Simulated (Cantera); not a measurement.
A closed system holds: 1 mol FeCl2, 0.099 mol O2, 0.62 mol H2, at 2.70e-5 bar.

Cantera equilibrium calculation (NASA polynomials, part measured and part estimated; ideal gas, pure solids and liquids). Candidate condensed phases: Fe, FeCl2, FeCl3, FeO, Fe(OH)2, Fe(OH)3, Fe2O3, Fe3O4, H2O; 22 gas species. Mutual solubility and eutectic melting of coexisting phases are not modelled. The tables' stoichiometric FeO is somewhat more stable than real wüstite, so its field is too wide. FeO: taken at fixed stoichiometry. Equilibrium is a limit: real reactors are often held back by kinetics, nucleation or transport.

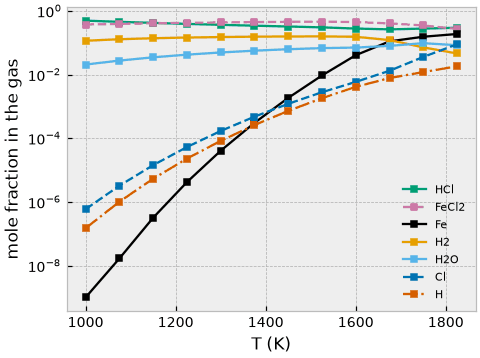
Fig. 1. Equilibrium gas composition (values under 1e-9 drawn at 1e-9)

Task: Read off the mole fractions at 1075 K.

Result: HCl about 0.45, FeCl2 about 0.39, H2 about 0.13, H2O about 0.027, Cl about 3.2e-6, H about 1.0e-6, Fe about 1.7e-8.
